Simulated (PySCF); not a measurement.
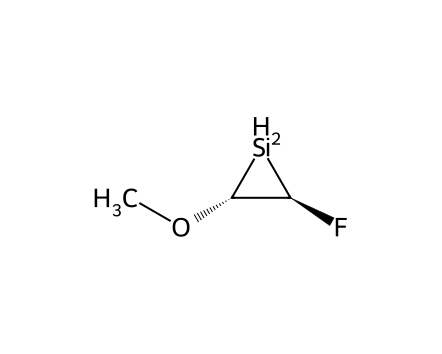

Structural formula above. The computed structure is the end point of a PBE0-D3(BJ)/def2-SVP optimisation. No frequency run is at hand to confirm it as a minimum.

Describe the 3D structure.

The molecule is C3H7FOSi. As SMILES it reads `CO[C@@H]1[SiH2][C@H]1F`. Independent rings (smallest set): 1 of 3 members. Among its groups: ether, C–F bond, Si–H bond. This geometry has C1 symmetry. Coordination, clear cases only: 1 C tetrahedral; 1 O bent.

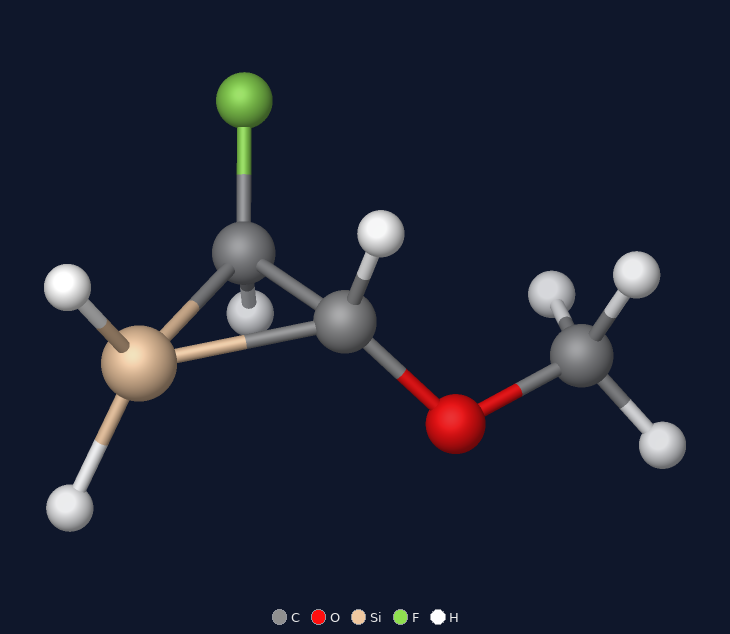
